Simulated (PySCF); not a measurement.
SMILES c1c(N)cccc1, B3LYP/def2-SVP optimised geometry. Atoms within 1.6 Å of the plane z = 0.6 Å (x, y, z in Å): N1 (-1.44, 1.88, 0.00), C2 (-0.73, 0.69, 0.00), C3 (-1.39, -0.55, 0.05), C4 (-0.67, -1.75, 0.10), C5 (0.73, -1.74, 0.10), C6 (1.39, -0.51, 0.05), C7 (0.68, 0.69, 0.00), H8 (-0.95, 2.70, -0.35), H9 (-2.40, 1.83, -0.32), H10 (-2.49, -0.58, 0.05), H11 (-1.21, -2.70, 0.14), H12 (1.29, -2.68, 0.14), H13 (2.49, -0.48, 0.05), H14 (1.22, 1.64, -0.04).

Computed with B3LYP/def2-TZVP run with PySCF.

Map of the HOMO amplitude (bohr^(-3/2)) on the plane z = 0.6 Å; orbital energy -5.68 eV, overall sign arbitrary:

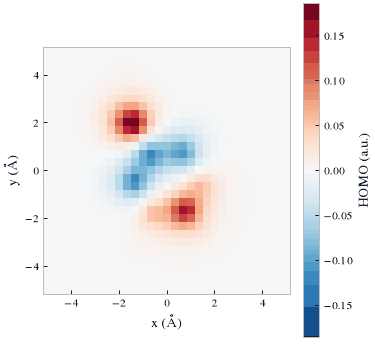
HOMO amplitude (bohr^(-3/2)) on the plane z = 0.6 Å.
